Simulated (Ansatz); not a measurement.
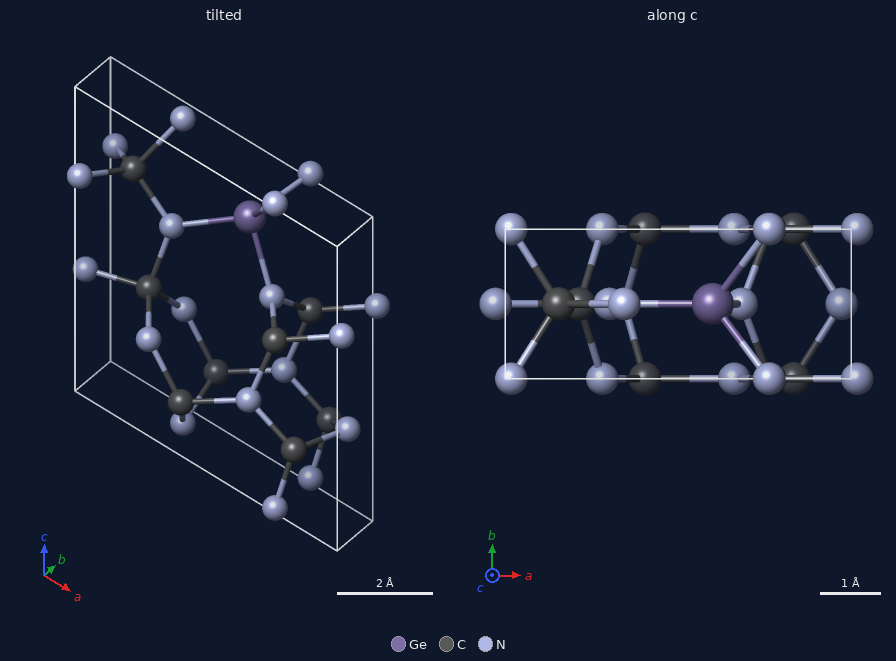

Ball-and-stick drawing of the structure, looking slightly off an axis and along the c axis. The conventional unit cell is drawn as a box.

GeC₅N₈, space group Pm (No. 6), a = 6.560 Å, b = 2.515 Å, c = 6.682 Å, α = 90.00°, β = 117.56°, γ = 90.00°. It derives from a structure type filled with these elements by a generator (whether the compound takes this form wasn't checked). Earlier steps of the study, as a rule a relaxation of our own, may have changed the cell and positions, so they can lie some per cent off the listed ones. It was run through Ansatz as a DFT input.

This one geometry was computed with Ansatz (DFT, plane waves, PAW) at five levels of theory: PBE0, PBE with spin-orbit coupling, r2SCAN, HSE06 and PBE. It was relaxed beforehand with r2SCAN.

Which level gives the highest pressure at this volume, and what does that say about its equilibrium volume?

Highest: PBE with spin-orbit coupling (6.1 GPa) and PBE (6.2 GPa), which points to the largest equilibrium volume. Lowest, with the smallest volume: PBE0 (-5.4 GPa) and HSE06 (-5.3 GPa). Levels within 0.5 GPa of each other can't be told apart.

How does the band gap change with the level of theory?

PBE with spin-orbit coupling: a gap of 2.56 eV, indirect; PBE: a gap of 2.56 eV, indirect; r2SCAN: a gap of 2.99 eV, indirect; HSE06: a gap of 3.99 eV, indirect; PBE0: a gap of 4.76 eV, indirect.

Collect the results in a table.

| level | cutoff (eV) | k-mesh of the run's cell | gap (eV) | pressure (GPa) |
| --- | --- | --- | --- | --- |
| PBE0 | 420 | 4×6×4 | 4.76 | -5.4 |
| PBE with spin-orbit coupling | 420 | 4×10×4 | 2.56 | 6.1 |
| r2SCAN | 500 | 4×10×4 | 2.99 | 0.0 |
| HSE06 | 420 | 4×6×4 | 3.99 | -5.3 |
| PBE | 420 | 4×10×4 | 2.56 | 6.2 |

Gaps are taken on the k-mesh or band path of each run.
